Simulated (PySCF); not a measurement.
Consider C₄H₁₅AlN₂Si₂.

Input

```
{"job": {"kind": "nmr", "xc": "PBE0", "basis": "pcSseg-1"}, "charge": 0, "multiplicity": 1}
C     -2.327273    -1.152266     1.103944
C     -2.367678    -0.494709    -0.283698
C     -3.586748     0.428290    -0.429743
Al    -0.764738     0.667895    -0.660805
N      0.948093     0.336125    -0.190391
Si     1.654231    -0.731180     0.984198
C      3.504104    -0.351665     0.709200
N      3.580811     0.460555    -0.486826
Si     2.178609     1.243217    -1.070097
H     -2.314571    -0.394522     1.887706
H     -3.196994    -1.792865     1.263658
H     -1.426934    -1.757543     1.212668
H     -2.489373    -1.310276    -1.016417
H     -3.552745     0.947545    -1.390180
H     -4.525612    -0.124181    -0.368895
H     -3.585516     1.186337     0.354429
H     -1.002796     2.003942    -1.404001
H      1.242091    -0.373873     2.349883
H      1.363157    -2.142579     0.694528
H      3.934156     0.175422     1.569477
H      4.097175    -1.261025     0.572236
H      4.508830     0.767172    -0.727474
H      2.048811     1.017417    -2.516126
H      2.069175     2.672531    -0.732588
```

Run with:

```sh
OMP_NUM_THREADS=1 python probes_run.py task.json out
```

Geometry: GFN2-xTB.

Level of theory: PBE0/pcSseg-1, SCF density, gas phase, non-relativistic (PySCF 2.14.0).

What can the converged electron density and electron localisation function tell about the bonding?

Answer. C–N (1.45 Å): ρ at the midpoint is about 1.9 e/Å³; the ELF peaks at about 0.90 between the atoms: a shared electron pair.
Si–N (1.71 Å): ρ at the midpoint is about 1.1 e/Å³; the ELF peaks at about 0.90 between the atoms: a polar covalent bond.
Al–N (1.81 Å): ρ is about 0.77 e/Å³ halfway; the ELF peaks at about 0.90 in the valence shell of N, 0.6 Å from its nucleus, and is about 0.65 at the midpoint.
C–Si (1.91 Å): ρ is about 0.94 e/Å³ halfway; the ELF peaks at about 1 between the atoms; a shared electron pair.

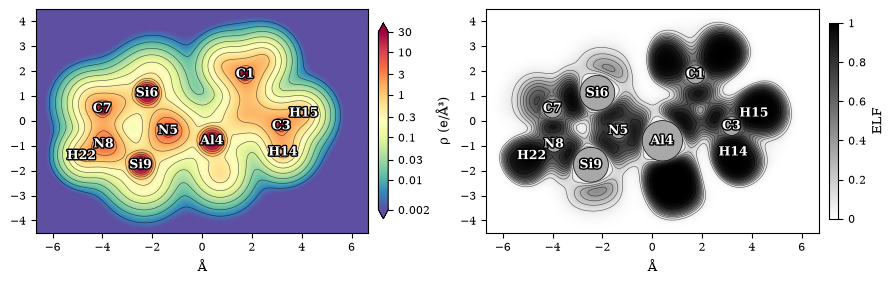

Computed electron density and electron localisation function on the plane of atoms Al4, N5 and Si6, in this order. Grey discs cover the atomic cores in the ELF map. 
